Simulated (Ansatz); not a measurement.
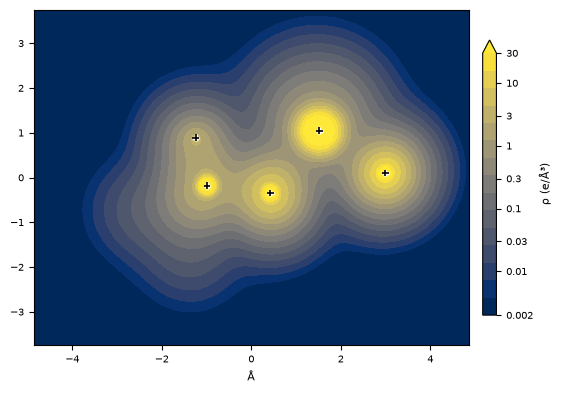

The electron density on a plane through atoms (crosses mark nuclei in the plane).

Method: RKS PBE0-D4/def2-TZVPP (Ansatz).

Candidates:
A. C2H3ClOS (SMILES OC=C(S)Cl)
B. CH3F3Ge (SMILES F[C](F)(F)[GeH3])
C. C3H7FGeO (SMILES CC(C)[O][Ge][F])

> Which candidate gave the map?

Candidate C: C3H7FGeO on the plane of atoms O4, Ge5 and F6, which holds C, O, Ge, F and H. C–O (1.42 Å): ρ is about 2 e/Å³ halfway, with its minimum of 1.7 e/Å³ about 0.5 Å from C. Ge–F (1.75 Å): ρ at the midpoint is about 0.94 e/Å³.
